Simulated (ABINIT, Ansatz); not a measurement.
# Li2SnF6 (P-31m): Bethe-Salpeter spectra with ABINIT, part 2 of 3

Aim: the absorption spectrum of Li2SnF6 (P-31m) with electron-hole interaction, and what each part of the kernel does.

ABINIT 10.8.3 and Ansatz 0.2.0; PBEsol and many-body steps on it, plane waves. Known limits of the many-body steps: not at the basis limit; no spin-orbit coupling; coarse k mesh; bindings not settled in the k mesh.

So far. Step 4 (Self-energy, 3×3×2 mesh, 81 bands, screening to 98 eV): The gap on the mesh goes from 5.25 eV to 9.81 eV, a correction of +4.56 eV. Step 5 (Excitons): The lowest state lies at 7.642 eV, 2.193 eV under the direct gap.

**6. Triplet (no exchange term)**

Level of this step: Bethe-Salpeter equation on PBEsol with a scissors shift, plane waves, norm-conserving pseudopotentials (ABINIT).

File run.abi:

```
acell 3*1.0 Angstrom
rprim 
  4.909513934494 -0.000000000024 0.000000000000
  -2.454756967227 4.251763787517 0.000000000000
  0.000000000000 0.000000000000 4.538039080000
ntypat 3
znucl 3 50 9
natom 9
typat 1 1 2 3 3 3 3 3 3
xred 
  0.666666666667 0.333333333333 0.500000000000
  0.333333333333 0.666666666667 0.500000000000
  0.000000000000 0.000000000000 0.000000000000
  0.329091060000 0.329091060000 0.255027190000
  0.670908940000 0.670908940000 0.744972810000
  0.670908940000 0.000000000000 0.255027190000
  0.329091060000 0.000000000000 0.744972810000
  0.000000000000 0.670908940000 0.255027190000
  0.000000000000 0.329091060000 0.744972810000
pp_dirpath "pseudos"
pseudos "Li.upf, Sn.upf, F.upf"
ecut 44
ngkpt 3 3 2
nshiftk 1
shiftk 0 0 0
kptopt 1
chksymbreak 0
istwfk *1
occopt 1
irdwfk 1
optdriver 99
bs_calctype 1
mbpt_sciss 4.561 eV
bs_loband 19
nband 37
bs_exchange_term 0
bs_coulomb_term 11
bs_coupling 0
bs_algorithm 1
bs_freq_mesh 0 14 0.1 eV
zcut 0.15 eV
ecuteps 3.6
ecutwfn 22
inclvkb 2
irdscr 1
indata_prefix "in"
outdata_prefix "out"
tmpdata_prefix "tmp"
```

Command:

```console
> OMP_NUM_THREADS=1 mpirun -n 4 abinit run.abi > log
```

Numbers of over 12 decimals in the logs are rounded to 6 here.

The log of the run:

```text
.Version 10.8.3 of ABINIT. v10.8.2 released Aug 2026.

 Symmetries : space group P-3 1 m (#162); Bravais hP (primitive hexag.)
[... echo of the input left out ...]
== DATASET  1 ==================================================================
-   mpi_nproc: 4, omp_nthreads: 1 (-1 if OMP is not activated)

--- !DatasetInfo
iteration_state: {dtset: 1, }
dimensions: {natom: 9, nkpt: 6, mband: 37, nsppol: 1, nspinor: 1, nspden: 1, mpw: 3175, }
cutoff_energies: {ecut:  22.0, pawecutdg:  -1.0, }
electrons: {nelect:   7.00000000E+01, charge:   0.00000000E+00, occopt:   1.00000000E+00, tsmear:   1.00000000E-02, }

 Exciton: Calculation of dielectric properties by solving the Bethe-Salpeter equation
 in frequency domain and reciprocal space on a transitions basis set.
 Based on a program developed by L. Reining, V. Olevano, F. Sottile,
 S. Albrecht, and G. Onida. Incorporated in ABINIT by M. Giantomassi.

.Using double precision arithmetic ; gwpc =  8

[... cell and pseudopotentials left out ...]
--------------------------------------------------------------------------------

 ==== K-mesh for the wavefunctions ====
 Number of points in the irreducible wedge :     6
[... list of points left out ...]
 Together with 12 symmetry operations and time-reversal symmetry
 yields    18 points in the full Brillouin Zone.

 ==== Q-mesh for the screening function ====
 Number of points in the irreducible wedge :     6
[... list of points left out ...]
 Together with 12 symmetry operations and time-reversal symmetry
 yields    18 points in the full Brillouin Zone.

 vcoul_init : cutoff-mode = AUXILIARY_FUNCTION
 q-points for optical limit:   1
     1)      0.000010    0.000020    0.000030
 setmesh: FFT mesh size selected  =    24x   24x   25
[...]
average of density, n =  0.109376
 r_s =    1.2972
 omega_plasma =   31.9019 [eV]

. Writing resonant excitonic Hamiltonian on file out_BSR; file size=   0.00 [Gb].
 Direct diagonalization of the resonant excitonic Hamiltonian, Matrix size= 612
. Using LAPACK sequential version.
 Excitonic eigenvalues in eV up to n=   32
   7.55277   7.55618   7.63521   7.76538   7.79030   7.84674   8.16737   8.17589
   8.18910   8.20305   8.27756   8.38276   8.40479   8.43533   8.84406   8.89563
   8.89920   8.97114   8.98255   9.26222   9.26704   9.31974   9.32237   9.33597
   9.38342   9.41525   9.42543   9.46336   9.46482   9.48371   9.48662   9.49867

 First excitonic eigenvalue=    7.55 [eV]
 Last  excitonic eigenvalue=   17.63 [eV]

 GW  direct gap       9.84  0.00 [eV]
 EXC direct gap       7.55  0.00 [eV]
 EXC binding energy   2.28  0.00 [eV]

 Excitonic eigenvalues up to the GW energy gap [eV]
  1 (  7.55  0.00)
  2 (  7.56  0.00)
  3 (  7.64  0.00)
[...]
59 (  9.82  0.00)
 60 (  9.83  0.00)

 Macroscopic dielectric function:
 omega [eV] <KS_RPA_nlf>  <GW_RPA_nlf>  <BSE>
   0.0000   1.4991   0.0000   1.3213   0.0000   1.4370   0.0000
   0.1000   1.4992   0.0002   1.3213   0.0001   1.4371   0.0002
   0.2000   1.4994   0.0005   1.3213   0.0001   1.4372   0.0003
[...]
0.8000   1.5043   0.0020   1.3225   0.0005   1.4403   0.0013
   0.9000   1.5058   0.0023   1.3228   0.0005   1.4412   0.0014

 Writing KS-RPA macroscopic dielectric function without local fields to file: out_RPA_NLF_MDF
 Writing GW-RPA macroscopic dielectric function without local fields to file: out_GW_NLF_MDF
 Writing EXC Macroscopic dielectric function to file: out_EXC_MDF

== END DATASET(S) ==============================================================
================================================================================

 -outvars: echo values of variables after computation  --------
           etotal      0.0000000000E+00
            nband          37
             nkpt           6
          spgroup         162
 [... the other variables as echoed above ...]

 Calculation completed.
```

Run time: 23 s. Hardware: 4 MPI ranks of Arm Neoverse V1, shared host; peak memory 0.54 GiB.

The lowest triplet lies at 7.553 eV; without spin-orbit coupling triplets are dark, so no spectrum is read.

**7. Beyond Tamm-Dancoff**

Changes to run.abi since step 6:

```diff
@@ -35,5 +35,5 @@
 nband 37
-bs_exchange_term 0
+bs_exchange_term 1
 bs_coulomb_term 11
-bs_coupling 0
+bs_coupling 1
 bs_algorithm 1
```

The log of the run:

```text
.Version 10.8.3 of ABINIT. v10.8.2 released Aug 2026.

 Symmetries : space group P-3 1 m (#162); Bravais hP (primitive hexag.)
[... echo of the input left out ...]
== DATASET  1 ==================================================================
-   mpi_nproc: 4, omp_nthreads: 1 (-1 if OMP is not activated)

--- !DatasetInfo
iteration_state: {dtset: 1, }
dimensions: {natom: 9, nkpt: 6, mband: 37, nsppol: 1, nspinor: 1, nspden: 1, mpw: 3175, }
cutoff_energies: {ecut:  22.0, pawecutdg:  -1.0, }
electrons: {nelect:   7.00000000E+01, charge:   0.00000000E+00, occopt:   1.00000000E+00, tsmear:   1.00000000E-02, }

 Exciton: Calculation of dielectric properties by solving the Bethe-Salpeter equation
 in frequency domain and reciprocal space on a transitions basis set.
 Based on a program developed by L. Reining, V. Olevano, F. Sottile,
 S. Albrecht, and G. Onida. Incorporated in ABINIT by M. Giantomassi.

.Using double precision arithmetic ; gwpc =  8

[... cell and pseudopotentials left out ...]
--------------------------------------------------------------------------------

 ==== K-mesh for the wavefunctions ====
 Number of points in the irreducible wedge :     6
[... list of points left out ...]
 Together with 12 symmetry operations and time-reversal symmetry
 yields    18 points in the full Brillouin Zone.

 ==== Q-mesh for the screening function ====
 Number of points in the irreducible wedge :     6
[... list of points left out ...]
 Together with 12 symmetry operations and time-reversal symmetry
 yields    18 points in the full Brillouin Zone.

 vcoul_init : cutoff-mode = AUXILIARY_FUNCTION
 q-points for optical limit:   1
     1)      0.000010    0.000020    0.000030
 setmesh: FFT mesh size selected  =    24x   24x   25
[...]
q = (  0.000000  0.000000  1.364857) [r.l.u.]
 q = (  1.476582 -0.738291  0.000000) [r.l.u.]
 q = ( -0.000000  1.278757  0.000000) [r.l.u.]
 q = (  0.000000  0.000000  1.364857) [r.l.u.]
 Number of electrons calculated from density =   69.9190; Expected =   70.0000
 average of density, n =  0.109376
 r_s =    1.2972
 omega_plasma =   31.9019 [eV]

. Writing resonant excitonic Hamiltonian on file out_BSR; file size=   0.00 [Gb].
. Writing coupling excitonic Hamiltonian on file out_BSC; file size=   0.00 [Gb].
. Direct diagonalization of the full excitonic Hamiltonian, Matrix size= 1224
. Using LAPACK sequential version to solve FHv = ev with H positive definite.
 First excitonic eigenvalue:    7.64 [eV].
 Last  excitonic eigenvalue:   17.63 [eV].

 GW  direct gap       9.84  0.00 [eV]
 EXC direct gap       7.64  0.00 [eV]
 EXC binding energy   2.19  0.00 [eV]

 Excitonic eigenvalues up to the GW energy gap [eV]
613 (  7.64  0.00)
614 (  7.64  0.00)
615 (  7.76  0.00)
[...]
671 (  9.83  0.00)
672 (  9.84  0.00)

 Macroscopic dielectric function:
 omega [eV] <KS_RPA_nlf>  <GW_RPA_nlf>  <BSE>
   0.0000   1.4991   0.0000   1.3213   0.0000   1.3616   0.0000
   0.1000   1.4992   0.0002   1.3213   0.0001   1.3616   0.0001
   0.2000   1.4994   0.0005   1.3213   0.0001   1.3618   0.0002
[...]
0.8000   1.5043   0.0020   1.3225   0.0005   1.3639   0.0009
   0.9000   1.5058   0.0023   1.3228   0.0005   1.3645   0.0010

 Writing KS-RPA macroscopic dielectric function without local fields to file: out_RPA_NLF_MDF
 Writing GW-RPA macroscopic dielectric function without local fields to file: out_GW_NLF_MDF
 Writing EXC Macroscopic dielectric function to file: out_EXC_MDF

== END DATASET(S) ==============================================================
================================================================================

 -outvars: echo values of variables after computation  --------
           etotal      0.0000000000E+00
            nband          37
             nkpt           6
          spgroup         162
 [... the other variables as echoed above ...]

 Calculation completed.
```

Run time: 40 s. Hardware: 4 MPI ranks; peak memory 0.54 GiB.

This step gave:

- direct gap of the transition levels: 9.835 eV
- transitions in the window: 612
- lowest state: 7.64 eV
- binding of the lowest state below the direct gap: 2.195 eV
- Coulomb term of one mesh cell: 1.566 eV

The binding is 1.4 times the screened Coulomb term of one mesh cell (1.57 eV), so it is not shown settled.

The lowest state lies at 7.640 eV, 2.195 eV under the direct gap.

**8. Dielectric constant by perturbation theory**

This step: Ansatz 0.2.0; DFT, PBEsol, linear response to an electric field, plane waves, PAW.

ε∞ sets how strongly the crystal screens. Perturbation theory gives it with local fields and without a sum over empty bands.

File input.yaml:

```yaml
crystal:
  lattice:
    - [4.9095139345, 0.0, 0.0]
    - [-2.4547569672, 4.2517637875, 0.0]
    - [0.0, 0.0, 4.53803908]
  atoms:
    - { symbol: Li, position: [0.6666666667, 0.3333333333, 0.5] }
    - { symbol: Li, position: [0.3333333333, 0.6666666667, 0.5] }
    - { symbol: Sn, position: [0.0, 0.0, 0.0] }
    - { symbol: F, position: [0.32909106, 0.32909106, 0.25502719] }
    - { symbol: F, position: [0.67090894, 0.67090894, 0.74497281] }
    - { symbol: F, position: [0.67090894, 0.0, 0.25502719] }
    - { symbol: F, position: [0.32909106, 0.0, 0.74497281] }
    - { symbol: F, position: [0.0, 0.67090894, 0.25502719] }
    - { symbol: F, position: [0.0, 0.32909106, 0.74497281] }
kpoints:
  mp_grid: { grid: [6, 6, 6] }
hamiltonian:
  xc: pbesol
scf:
  occupations: { method: fixed }
dielectric: {}
```

Command:

```console
> ansatz run input.yaml --threads 4 --pin off --max-ram 7372MiB --backend cpu --events-out ev --progress --plain --runs-dir out
```

The log of the run:

```text
Engine: ansatz 0.2.0, aarch64-unknown-linux-gnu
Pseudopotentials: kind: paw
Pseudopotential: Li, paw, valence charge 3, recommended cutoff 420 eV (normal), Li.paw.azcp
Pseudopotential: Sn, paw, valence charge 14, recommended cutoff 420 eV (normal), Sn.paw.azcp
Pseudopotential: F, paw, valence charge 7, recommended cutoff 420 eV (normal), F.paw.azcp
Functional definition: PBEsol
  exchange = pbesol_x
  correlation = pbesol_c
[...]
site 4:
[...]
site 5:
[...]
site 6:
[...]
site 7:
[...]
-0.16911    0.29291   -1.01747
    site 8:
        -0.90524    0.16041   -0.18102
         0.16041   -1.09047    0.31354
        -0.16911    0.29291   -1.01747
  Z* charge neutrality: 2.011e-4 e pre-enforcement
  k-mesh period / interband length: 27.2 Å / 1.00 Å = 27.10 at k = (0.0000, 0.0000, 0.0000), direct gap 5.308 eV — 14 or more, which is no proof of convergence
[key lines of the parts left out:]
SCF converged after 8 iterations
Free energy (F): -11166.400648 eV
Fermi energy:    2.086696 eV
```

It took 40 s on 4 threads; peak memory 1.2 GiB; 2.5 min of CPU time.

The field response gives a mean ε∞ of 2.31, which the model screening below takes as its input.

**9. Model screening**

This step: ABINIT 10.8.3; Bethe-Salpeter equation on PBEsol with a scissors shift, plane waves, norm-conserving pseudopotentials.

Changes to run.abi since step 7:

```diff
@@ -36,6 +36,6 @@
 bs_exchange_term 1
-bs_coulomb_term 11
-bs_coupling 1
-bs_algorithm 1
-bs_freq_mesh 0 14 0.1 eV
+bs_coulomb_term 21
+bs_coupling 0
+bs_algorithm 2
+bs_freq_mesh 0 16 0.1 eV
 zcut 0.15 eV
@@ -44,3 +44,6 @@
 inclvkb 2
-irdscr 1
+mdf_epsinf 2.31
+irdden 1
+bs_haydock_niter 300
+bs_haydock_tol -0.02 0
 indata_prefix "in"
```

Command:

```console
> OMP_NUM_THREADS=1 mpirun -n 4 abinit run.abi > log
```

The log of the run:

```text
.Version 10.8.3 of ABINIT. v10.8.2 released Aug 2026.

 Symmetries : space group P-3 1 m (#162); Bravais hP (primitive hexag.)
[... echo of the input left out ...]
== DATASET  1 ==================================================================
-   mpi_nproc: 4, omp_nthreads: 1 (-1 if OMP is not activated)

--- !DatasetInfo
iteration_state: {dtset: 1, }
dimensions: {natom: 9, nkpt: 6, mband: 37, nsppol: 1, nspinor: 1, nspden: 1, mpw: 3175, }
cutoff_energies: {ecut:  22.0, pawecutdg:  -1.0, }
[...]
0.1000   1.4992   0.0002   1.3213   0.0001   1.3804   0.0001
   0.2000   1.4994   0.0005   1.3213   0.0001   1.3805   0.0002
[...]
0.8000   1.5043   0.0020   1.3225   0.0005   1.3826   0.0009
   0.9000   1.5058   0.0023   1.3228   0.0005   1.3832   0.0010

== END DATASET(S) ==============================================================
================================================================================

 -outvars: echo values of variables after computation  --------
           etotal      0.0000000000E+00
            nband          37
             nkpt           6
          spgroup         162
 [... the other variables as echoed above ...]

 Calculation completed.
```

The job ended after 23 s (4 MPI ranks; peak memory 0.53 GiB; 91 s of CPU time).

This step gave:

```
direct gap of the transition levels : 9.835 eV
transitions in the window           : 612
Coulomb term of one mesh cell       : 1.479 eV
```

The ε₂ has structure finer than the step of the table below, so its rows give means over 1 eV, whole bins alone (the curve runs from 0 to 15.9 eV). Peaks (eV: height): BSE 8.1: 1.95, 11.1: 1.53, 11.9: 1.23, 13.0: 1.30, 13.8: 1.28; no electron-hole interaction 9.9: 0.605, 11.3: 1.19, 12.6: 1.18, 14.0: 2.13, 15.4: 1.33; Kohn-Sham, no shift 5.4: 0.632, 6.8: 1.16, 8.0: 1.15, 9.5: 2.09, 10.9: 1.30.

Mean over the three Cartesian directions of q; broadening 0.15 eV; transition window only. Limits: finite bands, cutoff and mesh; no spin-orbit coupling; coarse k mesh; exciton not shown settled in the k mesh. The ε₂ by photon energy; means over each step:

```
photon energy (eV)      BSE  no electron-hole interaction  Kohn-Sham, no shift
                 1  0.00108                        6.0e-4              0.00256
                 2  0.00232                       0.00124              0.00587
                 3  0.00394                       0.00201               0.0115
                 4  0.00639                       0.00296               0.0262
                 5   0.0108                       0.00429                0.249
                 6   0.0215                       0.00631                0.610
                 7   0.0750                       0.00980                0.970
                 8     1.02                        0.0173                0.741
                 9    0.404                        0.0498                 1.17
                10    0.503                         0.373                 1.01
                11     1.07                         0.899                 1.15
                12    0.733                         0.846                0.455
                13    0.811                         0.636                0.128
                14     1.01                          1.50               0.0429
                15    0.614                         0.966               0.0130
```

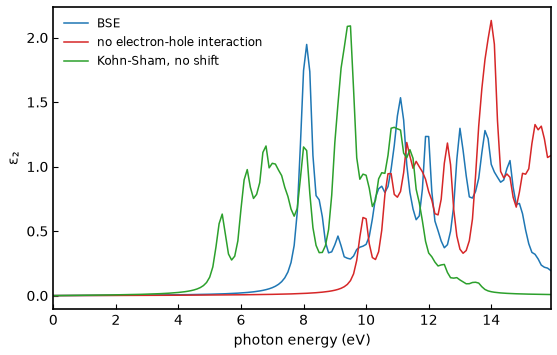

ε₂, plotted against photon energy.

**10. Empty states on the mesh, 3×3×4 mesh, 56 bands**

This step: DFT, PBEsol, plane waves, norm-conserving pseudopotentials.

Changes to run.abi since step 9:

```diff
@@ -22,28 +22,15 @@
 ecut 44
-ngkpt 3 3 2
+ngkpt 3 3 4
 nshiftk 1
-shiftk 0 0 0
-kptopt 1
+shiftk 0.11 0.21 0.31
+kptopt 3
 chksymbreak 0
+iscf -2
+irdden 1
 istwfk *1
-occopt 1
-irdwfk 1
-optdriver 99
-bs_calctype 1
-mbpt_sciss 4.561 eV
-bs_loband 19
-nband 37
-bs_exchange_term 1
-bs_coulomb_term 21
-bs_coupling 0
-bs_algorithm 2
-bs_freq_mesh 0 16 0.1 eV
-zcut 0.15 eV
-ecuteps 3.6
-ecutwfn 22
-inclvkb 2
-mdf_epsinf 2.31
-irdden 1
-bs_haydock_niter 300
-bs_haydock_tol -0.02 0
+nband 56
+nbdbuf 4
+tolwfr 1e-09
+nstep 60
+prtvol 0
 indata_prefix "in"
```

The log of the run:

```text
.Version 10.8.3 of ABINIT. v10.8.2 released Aug 2026.

 Symmetries : space group P-3 1 m (#162); Bravais hP (primitive hexag.)
[... echo of the input left out ...]
== DATASET  1 ==================================================================
-   mpi_nproc: 4, omp_nthreads: 1 (-1 if OMP is not activated)

--- !DatasetInfo
iteration_state: {dtset: 1, }
dimensions: {natom: 9, nkpt: 36, mband: 56, nsppol: 1, nspinor: 1, nspden: 1, mpw: 8936, }
cutoff_energies: {ecut:  44.0, pawecutdg:  -1.0, }
[...]
0.54913    0.55436    0.56322    0.58946    0.60319    0.63474    0.64130    0.66738
   0.67228    0.67495    0.67986    0.75383    0.81548    0.82293    0.85971    0.87834
 prteigrs : prtvol=0 or 1, do not print more k-points.

== END DATASET(S) ==============================================================
================================================================================

 -outvars: echo values of variables after computation  --------
            nband          56
             nkpt          36
          spgroup         162
 [... the other variables as echoed above ...]

 Calculation completed.
```

Run time: 1.7 min. Hardware: 4 MPI ranks; peak memory 0.6 GiB.

Numbers from this step:

* gap: 5.378 eV
* k of the valence top: 0.0367, 0.4033, 0.0775
* k of the conduction bottom: 0.0367, 0.07, 0.0775
* least direct gap: 5.444 eV
* k points computed: 36
* lowest point of the top converged band, above the valence top: 19.32 eV

On this mesh the gap is 5.378 eV.

**11. Denser, shifted k mesh (3×3×4)**

This step: Bethe-Salpeter equation on PBEsol with a scissors shift, plane waves, norm-conserving pseudopotentials.

Changes to run.abi since step 10:

```diff
@@ -27,10 +27,23 @@
 chksymbreak 0
-iscf -2
+istwfk *1
+occopt 1
+irdwfk 1
+optdriver 99
+bs_calctype 1
+mbpt_sciss 4.561 eV
+bs_loband 19
+nband 37
+bs_exchange_term 1
+bs_coulomb_term 21
+bs_coupling 0
+bs_algorithm 2
+bs_freq_mesh 0 16 0.1 eV
+zcut 0.15 eV
+ecuteps 3
+ecutwfn 22
+inclvkb 2
+mdf_epsinf 2.31
 irdden 1
-istwfk *1
-nband 56
-nbdbuf 4
-tolwfr 1e-09
-nstep 60
-prtvol 0
+bs_haydock_niter 300
+bs_haydock_tol -0.02 0
 indata_prefix "in"
```

The log of the run:

```text
.Version 10.8.3 of ABINIT. v10.8.2 released Aug 2026.

 Symmetries : space group P-3 1 m (#162); Bravais hP (primitive hexag.)
[... echo of the input left out ...]
== DATASET  1 ==================================================================
-   mpi_nproc: 4, omp_nthreads: 1 (-1 if OMP is not activated)

--- !DatasetInfo
iteration_state: {dtset: 1, }
dimensions: {natom: 9, nkpt: 36, mband: 37, nsppol: 1, nspinor: 1, nspden: 1, mpw: 3163, }
cutoff_energies: {ecut:  22.0, pawecutdg:  -1.0, }
[...]
0.1000   1.5019   0.0002   1.3243   0.0001   1.3870   0.0001
   0.2000   1.5022   0.0005   1.3243   0.0001   1.3871   0.0002
[...]
0.8000   1.5070   0.0019   1.3255   0.0005   1.3893   0.0009
   0.9000   1.5084   0.0022   1.3258   0.0005   1.3899   0.0010

== END DATASET(S) ==============================================================
================================================================================

 -outvars: echo values of variables after computation  --------
           etotal      0.0000000000E+00
            nband          37
             nkpt          36
          spgroup         162
 [... the other variables as echoed above ...]

 Calculation completed.
```

The job ended after 100 s (4 MPI ranks; peak memory 1.8 GiB).

This step gave:

```
direct gap of the transition levels : 10.01 eV
transitions in the window           : 1224
Coulomb term of one mesh cell       : 1.174 eV
```

(Part 2 of 3 ends here.)

[Paths, hosts, dates, memory and timing lines, banners, echoed tables and standing remarks are left out of the program output.]

[Logs are printed without paths, hosts, clocks, repeated set-up lines and the standing remarks that a program may print on its own settings, such as how far it seeks lower states.]

[Runs of the session that timed out or met a known fault of the program may be left out.]

[Hosts, paths, dates, database ids (printed as entryN), source tags and the programs' standing remarks are cut or masked in the printed files.]

[G0W0 gaps are taken among the corrected bands and points alone; a level outside them can change the order at an edge.]

[Where Ansatz stands beside ABINIT at settings called matched, ABINIT's density can come from a denser mesh and the files from another edition; pairs whose starting gaps differed by over 0.03 eV were left out, so agreement reads better than it is.]
